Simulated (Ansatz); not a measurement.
# CHClGaNO (SMILES O=C=[N][GaH][Cl]) at PBE-QIDH/6-31G(d) (spherical functions)

What is the energy change on altering one bond length of CHClGaNO at PBE-QIDH/6-31G* (spherical functions)? 

The calculation is run with Ansatz 0.2.0.

153 further runs of the same task are left out: 153 set aside as unsound or not needed. Runs told in other sessions of the task aren't counted.

### Step 1. The molecule

The species is CHClGaNO (6 atoms), meant as a singlet with charge 0. SMILES: `O=C=[N][GaH][Cl]`. Geometry: relaxed at PBE0-D4/def2-TZVP. This is one conformer, not always the lowest.

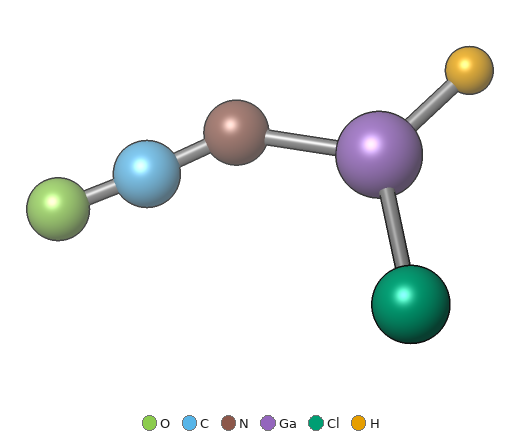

The structure, seen from a chosen angle (oxygen green, carbon blue, nitrogen brown, gallium purple, chlorine teal, hydrogen amber).

### Step 2. The energy at PBE-QIDH/6-31G(d) (spherical functions)

File in.yaml:

```yaml
crystal:
  periodic: [false, false, false]
  atoms:
    - {symbol: O, position_ang: [-0.700200, -2.626600, -0.696700]}
    - {symbol: C, position_ang: [-0.691800, -1.486000, -0.467600]}
    - {symbol: N, position_ang: [-0.756800, -0.304700, -0.247900]}
    - {symbol: Ga, position_ang: [0.248500, 1.124400, 0.275700]}
    - {symbol: Cl, position_ang: [2.297400, 0.694600, 0.677800]}
    - {symbol: H, position_ang: [-0.354900, 2.534400, 0.412700]}
basis:
  gaussian:
    orbitals: 6-31G_st_-spherical.json
hamiltonian:
  xc: {name: PBE-QIDH}
correlation:
  frozen_orbitals: {C: 1, Cl: 5, Ga: 9, H: 0, "N": 1, O: 1}
accuracy: high
output: {orbitals: {seedname: orbitals}}
```

The basis set 6-31G* is read from a file made from the Basis Set Exchange's data (not shown).

The run is started by

```bash
$ ansatz run in.yaml --threads 1 --pin off --max-ram 3480MiB --events-out events.jsonl --progress --plain --runs-dir runs
```

The log of the run:

```text
Warning: RAYON_NUM_THREADS=1 ignored (pool sized by the plan → 1); use --threads N
Functional definition: PBE-QIDH
  name "PBE-QIDH"
  parameter a = 3^(-1/3)
  parameter c = 1/3
  exchange = (1 - a)*pbe_x + a*exact_x
  correlation = (1 - c)*pbe_c + c*(mp2_os + mp2_ss)
1936 factors; integrals over basis functions are off by at most 5.4e-9 eV
mean field evaluation 1: about -69442.9463 eV, gradient 4.1e1 eV
mean field evaluation 2: about -69443.3503 eV, gradient 4.1e1 eV
mean field evaluation 4: about -69446.6268 eV, gradient 2.8e0 eV
mean field evaluation 8: about -69446.6645 eV, gradient 4.0e-1 eV
mean field evaluation 16: about -69446.6648 eV, gradient 1.6e-4 eV
mean field -69446.66480920 eV, -2552.1178590980 hartree, gradient 6.8e-8 eV, S^2 0.000000; 0 other end points of the search recorded, 0 dependent functions left out
17 core orbitals not correlated: weight in the atoms' cores, before any rotation towards them, 1.000 or more for the frozen orbitals, at most 0.000 for the correlated occupied ones
reference -69446.66481047 eV, -2552.1178591448 hartree; 18, 18 occupied and 59, 59 virtual orbitals, 1936 factors
second order -25.09886283 eV of doubles, -0.00000000 eV of singles
Total energy: -69455.03109808 eV, -2552.4253145436 hartree
```

It took 14 s on 1 thread of Arm Neoverse V2, shared host; peak memory 0.35 GiB.

### Step 3. The distorted shape, same level

File run.yaml:

```yaml
crystal:
  periodic: [false, false, false]
  atoms:
    - {symbol: O, position_ang: [-0.706920, -3.539041, -0.879972]}
    - {symbol: C, position_ang: [-0.691800, -1.486000, -0.467600]}
    - {symbol: "N", position_ang: [-0.756800, -0.304700, -0.247900]}
    - {symbol: Ga, position_ang: [0.248500, 1.124400, 0.275700]}
    - {symbol: Cl, position_ang: [2.297400, 0.694600, 0.677800]}
    - {symbol: H, position_ang: [-0.354900, 2.534400, 0.412700]}
basis:
  gaussian: {orbitals: 6-31G_st_-spherical.json}
accuracy: high
hamiltonian: {xc: {name: PBE-QIDH}}
correlation: {frozen_orbitals: {C: 1, Cl: 5, Ga: 9, H: 0, "N": 1, O: 1}}
output: {orbitals: {seedname: orbitals}}
```

The basis set 6-31G* is read from a file made from the Basis Set Exchange's data (not shown).

The run is started by

```bash
$ ansatz run run.yaml --threads 1 --pin off --max-ram 3480MiB --events-out events.jsonl --progress --plain --runs-dir runs
```

The log of the run (excerpt; [...] marks lines left out):

```text
Warning: RAYON_NUM_THREADS=1 ignored (pool sized by the plan → 1); use --threads N
[... 2 set-up lines as earlier in the session ...]
[...]
1929 factors; integrals over basis functions are off by at most 1.0e-8 eV
[...]
mean field -69439.57137940 eV, -2551.8571803608 hartree, gradient 6.6e-8 eV, S^2 0.000000; 0 other end points of the search recorded, 0 dependent functions left out; unrestricted orbitals would lower it
17 core orbitals not correlated: weight in the atoms' cores, before any rotation towards them, 1.000 or more for the frozen orbitals, at most 0.000 for the correlated occupied ones
reference -69439.57138071 eV, -2551.8571804089 hartree; 18, 18 occupied and 59, 59 virtual orbitals, 1929 factors
second order -23.89594605 eV of doubles, -0.00000000 eV of singles
Total energy: -69447.53669606 eV, -2552.1499003490 hartree
```

It took 16 s on 1 thread of Arm Neoverse V2, shared host; peak memory 0.47 GiB.

### Step 4. Summary of results

Level: PBE-QIDH/6-31G* (spherical functions), 17 core orbitals frozen.

```
                                                         quantity           value
                                        first shape: total energy  -2552.42531 Eh
                   first shape: HOMO energy (SCF part's orbitals)       -10.98 eV
                   first shape: LUMO energy (SCF part's orbitals)        -0.28 eV
                 first shape: HOMO–LUMO gap (SCF part's orbitals)        10.71 eV
                                    distorted shape: total energy  -2552.14990 Eh
               distorted shape: HOMO energy (SCF part's orbitals)       -11.15 eV
               distorted shape: LUMO energy (SCF part's orbitals)        -0.97 eV
             distorted shape: HOMO–LUMO gap (SCF part's orbitals)        10.18 eV
energy change with the O1–C2 bond stretched from 1.163 to 2.094 Å        7.494 eV
```

With the O1–C2 bond stretched from 1.163 to 2.094 Å the energy rises by 7.49 eV (723 kJ/mol). The first shape isn't relaxed at this level, so the change isn't measured from a minimum. A restricted reference can't describe the breaking bond well at this length. The restricted solution (distorted shape) is unstable to spin breaking: an unrestricted one lies lower.
